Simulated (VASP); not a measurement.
Band structure of MoTe2 (2H layered). Method: r2SCAN meta-GGA, VASP's PBE PAW potentials (set 64) (plane waves; VASP).

Unless said otherwise, spin-orbit coupling is left out, though it shifts the bands of the heavy elements here.

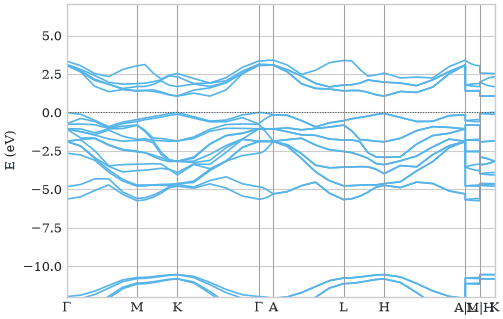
Figure: Bands along high-symmetry lines, zero at the valence-band maximum or, without a gap, the Fermi level

Task: Read the plot: is there a gap, and where are the band edges?

Result: The gap is direct, 1.07 eV, from the valence maximum at K to the conduction minimum at K.

Measured: gap 1.06 eV at 4 K (computed value off by +0.01 eV), as given by Desman Perdamaian Gulo et al., Physical Review Materials (2023), doi:10.1103/physrevmaterials.7.044001.

The compound is MoTe2 in the 2H layered structure. It was relaxed first, which changed the volume by +9 %.
